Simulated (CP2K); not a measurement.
# PM6 run of CH3ClF2Ge (SMILES F[CH2][GeH]([F])[Cl])

What is the vertical electron affinity of CH3ClF2Ge at PM6? 

The calculation is run with CP2K 2026.2.

1 further run of the same task is left out (it didn't finish).

**1. The structure to begin with**

The species is CH3ClF2Ge (8 atoms), meant as a singlet with charge 0. SMILES: `F[CH2][GeH]([F])[Cl]`. The shape comes from GFN2-xTB, which is rough for such elements, and wasn't checked as a minimum. This is one conformer, not always the lowest.

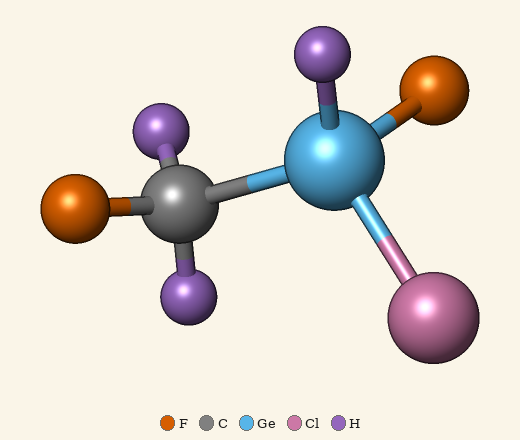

The structure, seen from a chosen angle (fluorine orange, carbon grey, germanium blue, chlorine pink, hydrogen purple).

**2. Energy and gradient at PM6**

File job.inp:

```
&GLOBAL
  PROJECT job
  RUN_TYPE ENERGY_FORCE
  PRINT_LEVEL MEDIUM
&END GLOBAL

&FORCE_EVAL
  METHOD QS
  &DFT
    CHARGE 0
    MULTIPLICITY 1
    &QS
      METHOD PM6
      EPS_DEFAULT 1.0E-10
      &SE
        &COULOMB
          CUTOFF [angstrom] 50
          RC_RANGE [angstrom] 0
        &END COULOMB
        &EXCHANGE
          CUTOFF [angstrom] 50
          RC_RANGE [angstrom] 0
        &END EXCHANGE
      &END SE
    &END QS
    &POISSON
      PERIODIC NONE
      POISSON_SOLVER ANALYTIC
    &END POISSON
    &SCF
      SCF_GUESS ATOMIC
      EPS_SCF 1.0E-06
      MAX_SCF 80
      ADDED_MOS 2
      &DIAGONALIZATION
        ALGORITHM STANDARD
      &END DIAGONALIZATION
      &MIXING
        METHOD DIRECT_P_MIXING
        ALPHA 0.4
      &END MIXING
    &END SCF
    &PRINT
      &MOMENTS
        PERIODIC F
        REFERENCE COM
        MAX_MOMENT 1
      &END MOMENTS
      &MO ON
        ENERGIES T
        OCCUPATION_NUMBERS T
        NDIGITS 6
        &EACH
          QS_SCF 0
        &END EACH
        ADD_LAST NUMERIC
      &END MO
      &HIRSHFELD OFF
      &END HIRSHFELD
    &END PRINT
  &END DFT
  &SUBSYS
    &CELL
      ABC [angstrom] 13.1 13.1 13.7
      PERIODIC NONE
    &END CELL
    &COORD
      F     -0.124120     0.452140     1.989790
      C      0.585770     0.425540     0.817370
      Ge    -0.538410    -0.416160    -0.625960
      F      0.692110    -1.033550    -1.732980
      Cl    -1.657910     0.949820    -1.737240
      H      1.490850    -0.158940     0.994920
      H      0.852260     1.456370     0.569860
      H     -1.300550    -1.675230    -0.275770
    &END COORD
    &TOPOLOGY
      &CENTER_COORDINATES
      &END CENTER_COORDINATES
    &END TOPOLOGY
  &END SUBSYS
  &PRINT
    &FORCES ON
    &END FORCES
  &END PRINT
&END FORCE_EVAL
```

Run with:

```sh
$ OMP_NUM_THREADS=1 cp2k.psmp -i job.inp -o job.out
```

What it wrote:

```text
CP2K| version string:                                       CP2K version 2026.2
[...]
 GLOBAL| Method name                                                        CP2K
[...]
 GLOBAL| Run type                                                   ENERGY_FORCE
[...]
                             - Atoms:                                          8
[...]
                             - Spherical basis functions:                     28
[...]
 Number of electrons:                                                         32
[...]
     1 P_Mix/Diag. 0.40E+00    0.0     0.77466532       -48.4270866352 -4.84E+01
[...]
    17 DIIS/Diag.  0.42E-06    0.0     0.00000060       -52.9978716087 -1.42E-11
  *** SCF run converged in    17 steps ***
  Core-core repulsion energy [eV]:                           2057.31684892223484
  Core Hamiltonian energy [eV]:                             -2389.63039802669846
  Two-electron integral energy [eV]:                        -2219.66375763826227
  Electronic energy [eV]:                                   -3499.46227684582936
  Total energy [eV]:                                        -1442.14542792359498
  Atomic reference energy [eV]:                              1435.80466535914411
  Heat of formation [kcal/mol]:                              -146.22146999333197
[...]
 SE_DIPOLE| Moment [Debye]          0.57875777       0.51712340      -1.79794442
 SE_DIPOLE| Derivative [a.u.]       0.00000000       0.00000000       0.00000000
 ENERGY| Total FORCE_EVAL ( QS ) energy [hartree]            -52.997871608655878
 FORCES| Atomic forces [hartree/bohr]
 FORCES|   Atom     x               y               z               |f|
 FORCES|      1 -3.61418389E-04 -2.07625184E-03 -7.09461583E-03   7.40101471E-03
 FORCES|      2 -2.10612867E-02 -7.87070458E-03 -1.56801409E-02   2.74115415E-02
 FORCES|      3  1.98929536E-02 -1.66079358E-02  2.73980282E-02   3.77121344E-02
 FORCES|      4 -5.26503134E-03  7.51390682E-03  1.83608343E-03   9.35684526E-03
 FORCES|      5 -2.60667106E-03  7.93674154E-03 -6.30643725E-03   1.04669839E-02
 FORCES|      6  5.36108782E-03 -2.70881053E-03  4.93484334E-04   6.02681042E-03
 FORCES|      7  2.10644353E-03  4.60282965E-03 -4.54910702E-04   5.08233105E-03
 FORCES|      8  1.93392255E-03  9.21022474E-03 -1.91491260E-04   9.41302104E-03
 FORCES| Sum    -5.55111512E-17 -9.43689571E-16  8.39606162E-16
 FORCES| Total atomic force                                       1.26434568E-15
[...]
```

Wall time 0.22 s (1 thread of Arm Neoverse V2, shared host).

**3. The doublet anion at the same level**

File calc.inp:

```
&GLOBAL
   PROJECT_NAME calc
   RUN_TYPE ENERGY_FORCE
   PRINT_LEVEL MEDIUM
&END GLOBAL

&FORCE_EVAL
   METHOD QS
   &DFT
      CHARGE -1
      MULTIPLICITY 2
      SPIN_POLARIZED T
      &QS
         METHOD PM6
         EPS_DEFAULT 1.0E-10
         &SE
            &COULOMB
               CUTOFF [angstrom] 50
               RC_RANGE [angstrom] 0
            &END COULOMB
            &EXCHANGE
               CUTOFF [angstrom] 50
               RC_RANGE [angstrom] 0
            &END EXCHANGE
         &END SE
      &END QS
      &POISSON
         PERIODIC NONE
         POISSON_SOLVER ANALYTIC
      &END POISSON
      &SCF
         SCF_GUESS ATOMIC
         EPS_SCF 1.0E-06
         MAX_SCF 80
         ADDED_MOS 4
         &DIAGONALIZATION
            ALGORITHM STANDARD
         &END DIAGONALIZATION
         &MIXING
            METHOD DIRECT_P_MIXING
            ALPHA 0.4
         &END MIXING
      &END SCF
      &PRINT
         &MOMENTS
            PERIODIC F
            REFERENCE COM
            MAX_MOMENT 1
         &END MOMENTS
         &MO ON
            ENERGIES T
            OCCUPATION_NUMBERS T
            NDIGITS 6
            &EACH
               QS_SCF 0
            &END EACH
            ADD_LAST NUMERIC
         &END MO
         &HIRSHFELD OFF
         &END HIRSHFELD
      &END PRINT
   &END DFT
   &SUBSYS
      &CELL
         ABC [angstrom] 13.1 13.1 13.7
         PERIODIC NONE
      &END CELL
      &COORD
         F     -0.124120     0.452140     1.989790
         C      0.585770     0.425540     0.817370
         Ge    -0.538410    -0.416160    -0.625960
         F      0.692110    -1.033550    -1.732980
         Cl    -1.657910     0.949820    -1.737240
         H      1.490850    -0.158940     0.994920
         H      0.852260     1.456370     0.569860
         H     -1.300550    -1.675230    -0.275770
      &END COORD
      &TOPOLOGY
         &CENTER_COORDINATES
         &END CENTER_COORDINATES
      &END TOPOLOGY
   &END SUBSYS
   &PRINT
      &FORCES ON
      &END FORCES
   &END PRINT
&END FORCE_EVAL
```

Run with:

```sh
$ OMP_NUM_THREADS=1 cp2k.psmp calc.inp > calc.out
```

What it wrote:

```text
CP2K| version string:                                       CP2K version 2026.2
[...]
 GLOBAL| Method name                                                        CP2K
[...]
 GLOBAL| Run type                                                   ENERGY_FORCE
[...]
                             - Atoms:                                          8
[...]
                             - Spherical basis functions:                     28
[...]
 Number of electrons:                                                         17
[...]
     1 P_Mix/Diag. 0.40E+00    0.0     0.39213444       -48.1069971131 -4.81E+01
[...]
    37 DIIS/Diag.  0.40E-06    0.0     0.00000088       -52.9992450529 -1.18E-11
  *** SCF run converged in    37 steps ***
  Core-core repulsion energy [eV]:                           2057.31684892223484
  Core Hamiltonian energy [eV]:                             -2428.23382377880080
  Two-electron integral energy [eV]:                        -2142.53165277237031
  Electronic energy [eV]:                                   -3499.49965016498618
  Total energy [eV]:                                        -1442.18280124275111
  Atomic reference energy [eV]:                              1435.80466535914411
  Heat of formation [kcal/mol]:                              -147.08331927565359
[...]
 SE_DIPOLE| Moment [Debye]          1.80269474      -1.30960412      -3.33257662
 SE_DIPOLE| Derivative [a.u.]       0.00000000       0.00000000       0.00000000
 ENERGY| Total FORCE_EVAL ( QS ) energy [hartree]            -52.999245052926632
 FORCES| Atomic forces [hartree/bohr]
 FORCES|   Atom     x               y               z               |f|
 FORCES|      1 -2.07725520E-03  7.22752815E-04  5.86971717E-03   6.26824859E-03
 FORCES|      2 -1.88226518E-02 -5.04959392E-03 -1.82118811E-02   2.66732681E-02
 FORCES|      3  3.99273914E-03 -1.02820184E-02  5.08229684E-02   5.20061149E-02
 FORCES|      4  2.72782821E-02 -1.26110014E-02 -2.81003922E-02   4.11433357E-02
 FORCES|      5 -1.28078377E-02  1.71180668E-02 -9.53687535E-03   2.34098464E-02
 FORCES|      6  1.73528454E-03 -3.52606601E-03 -6.28875457E-04   3.97992943E-03
 FORCES|      7 -5.08753625E-05  2.33234181E-03 -1.15874873E-03   2.60482346E-03
 FORCES|      8  7.52314263E-04  1.12955183E-02  9.44087286E-04   1.13598420E-02
 FORCES| Sum    -8.32667268E-16 -3.88578059E-16  1.17961196E-16
 FORCES| Total atomic force                                       9.26413801E-16
[...]
```

Run time: 0.28 s. Hardware: 1 thread of Arm Neoverse V2, shared host.

**4. What came out**

At PM6:

| quantity | value |
| --- | --- |
| singlet CH3ClF2Ge: total energy | -52.99787 Eh |
| singlet CH3ClF2Ge: dipole moment | 1.96 D |
| singlet CH3ClF2Ge: HOMO energy | -11.02 eV |
| singlet CH3ClF2Ge: LUMO energy | -0.80 eV |
| singlet CH3ClF2Ge: HOMO–LUMO gap | 10.22 eV |
| singlet CH3ClF2Ge: heat of formation at this unrelaxed shape | -146.2 kcal/mol |
| singlet CH3ClF2Ge: largest force on an atom | 1.939 eV/Å |
| doublet anion: total energy | -52.99925 Eh |
| doublet anion: HOMO energy (highest over α and β) | -0.27 eV |
| doublet anion: LUMO energy (lowest over α and β) | 4.41 eV |
| doublet anion: heat of formation at this unrelaxed shape | -147.1 kcal/mol |
| doublet anion: largest force on an atom | 2.674 eV/Å |
| vertical electron affinity (to the doublet anion) | 0.037 eV |

**Reading.** At fixed nuclei the extra electron is bound by 0.04 eV (3.6 kJ/mol). The largest force (singlet CH3ClF2Ge) is 1.94 eV/Å: the shape isn't a stationary point for this species at this level. A minimal valence basis can't be trusted even for the sign of an electron affinity.
